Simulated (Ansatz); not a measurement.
# GeHCl3 (SMILES [Cl][GeH]([Cl])[Cl]): HSE06/cc-pVDZ

Aim: the energy change on altering one bond length of GeHCl3 at HSE06/cc-pVDZ, from 2 runs. 

The calculation is run with Ansatz 0.2.0.

61 further runs of the same task are left out: 12 that didn't finish, 49 set aside as unsound or not needed. Runs told in other sessions of the task aren't counted.

## Step 1: Starting point

GeHCl3 has 5 atoms, charge 0, and is taken as a singlet. SMILES: `[Cl][GeH]([Cl])[Cl]`. Geometry: relaxed at PBE0-D4/def2-TZVP.

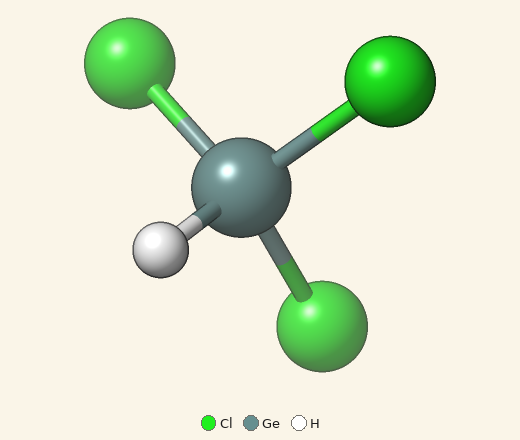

Viewed from a chosen angle; chlorine green, germanium teal, hydrogen white.

## Step 2: The energy at HSE06/cc-pVDZ

The input, input.yaml:

```yaml
crystal:
  periodic: [false, false, false]
  atoms:
    - {symbol: Cl, position_ang: [-1.177700, -0.012800, 1.700700]}
    - {symbol: Ge, position_ang: [0.102400, 0.090600, 0.006200]}
    - {symbol: Cl, position_ang: [1.117900, -1.767600, -0.185300]}
    - {symbol: Cl, position_ang: [-1.095100, 0.385600, -1.725800]}
    - {symbol: H, position_ang: [1.102600, 1.230700, 0.163000]}
basis:
  gaussian: {orbitals: cc-pVDZ}
hamiltonian: {xc: hse06}
accuracy: high
output: {orbitals: {seedname: orbitals}}
```

Launch:

```bash
ansatz run input.yaml --threads 1 --pin off --max-ram 3480MiB --events-out events.jsonl --progress --plain --runs-dir runs
```

The log of the run:

```text
Warning: RAYON_NUM_THREADS=1 ignored (pool sized by the plan → 1); use --threads N
Functional definition: HSE06
  name "HSE06"
  parameter a = 0.25
  parameter omega = 0.11/bohr
  exchange = pbe_x - a*pbe_x_sr(omega) + a*exact_x_sr(omega)
  correlation = pbe_c
1925 factors; integrals over basis functions are off by at most 4.6e-9 eV
92 factors; integrals over basis functions are off by at most 1.6e-9 eV
mean field evaluation 1: about -94084.5329 eV, gradient 1.8e1 eV
mean field evaluation 2: about -94084.1029 eV, gradient 2.2e1 eV
mean field evaluation 4: about -94085.3393 eV, gradient 2.9e-1 eV
mean field evaluation 8: about -94085.4418 eV, gradient 4.0e-2 eV
mean field evaluation 16: about -94085.4418 eV, gradient 9.8e-7 eV
mean field -94085.44179840 eV, -3457.5762126884 hartree, gradient 1.6e-8 eV, S^2 0.000000; 0 other end points of the search recorded, 0 dependent functions left out
reference -94085.44180130 eV, -3457.5762127949 hartree; 42, 42 occupied and 44, 44 virtual orbitals, 1925 factors
Total energy: -94085.44180130 eV, -3457.5762127949 hartree
```

Wall time 21 s (1 thread of Arm Neoverse N1, shared host); peak memory 0.37 GiB.

## Step 3: The distorted shape at the same level

The input, in.yaml:

```yaml
crystal:
  periodic: [false, false, false]
  atoms:
    - {symbol: Cl, position_ang: [-2.396306, 2.217050, 1.930501]}
    - {symbol: Ge, position_ang: [-1.116206, 2.320450, 0.236001]}
    - {symbol: Cl, position_ang: [1.117900, -1.767600, -0.185300]}
    - {symbol: Cl, position_ang: [-2.313706, 2.615450, -1.495999]}
    - {symbol: H, position_ang: [-0.116006, 3.460550, 0.392801]}
basis:
  gaussian:
    orbitals: cc-pVDZ
hamiltonian:
  xc: {name: HSE06}
accuracy: high
output:
  orbitals: {seedname: orbitals}
```

Launch:

```bash
ansatz run in.yaml --threads 1 --pin off --max-ram 3480MiB --events-out events.jsonl --progress --plain --runs-dir runs
```

The log of the run:

```text
Warning: RAYON_NUM_THREADS=1 ignored (pool sized by the plan → 1); use --threads N
Functional definition: HSE06
  name "HSE06"
  parameter a = 0.25
  parameter omega = 0.11/bohr
  exchange = pbe_x - a*pbe_x_sr(omega) + a*exact_x_sr(omega)
  correlation = pbe_c
1823 factors; integrals over basis functions are off by at most 4.4e-9 eV
103 factors; integrals over basis functions are off by at most 1.8e-9 eV
mean field evaluation 1: about -94075.9097 eV, gradient 3.0e1 eV
mean field evaluation 2: about -93848.7065 eV, gradient 1.2e2 eV
mean field evaluation 4: about -94066.5779 eV, gradient 3.5e1 eV
mean field evaluation 8: about -94078.1938 eV, gradient 1.6e1 eV
mean field evaluation 16: about -94080.8424 eV, gradient 5.1e-8 eV
mean field evaluation 32: about -94080.1851 eV, gradient 1.1e1 eV
mean field -94080.84238459 eV, -3457.4071873484 hartree, gradient 9.7e-9 eV, S^2 0.000000; 4 other end points of the search recorded, 0 dependent functions left out
reference -94080.84238801 eV, -3457.4071874740 hartree; 42, 42 occupied and 44, 44 virtual orbitals, 1823 factors
Total energy: -94080.84238801 eV, -3457.4071874740 hartree
```

It took 29 s on 1 thread of Arm Neoverse N1, shared host; peak memory 0.39 GiB.

## Step 4: What came out

Level: HSE06/cc-pVDZ.

```
                                                           quantity           value
                                          first shape: total energy  -3457.57621 Eh
                                           first shape: HOMO energy        -8.92 eV
                                           first shape: LUMO energy        -1.74 eV
                                         first shape: HOMO–LUMO gap         7.18 eV
                                      distorted shape: total energy  -3457.40719 Eh
                                       distorted shape: HOMO energy        -6.82 eV
                                       distorted shape: LUMO energy        -6.34 eV
                                     distorted shape: HOMO–LUMO gap         0.48 eV
energy change with the Ge2–Cl3 bond stretched from 2.126 to 4.678 Å        4.599 eV
```

**Reading.** One bond (distorted shape) is far stretched, which a spin-restricted single reference describes badly; a broken-symmetry solution may lie lower. With the Ge2–Cl3 bond stretched from 2.126 to 4.678 Å the energy rises by 4.60 eV (444 kJ/mol). The first shape isn't relaxed at this level, so the change isn't measured from a minimum. A restricted reference can't describe the breaking bond well at this length.
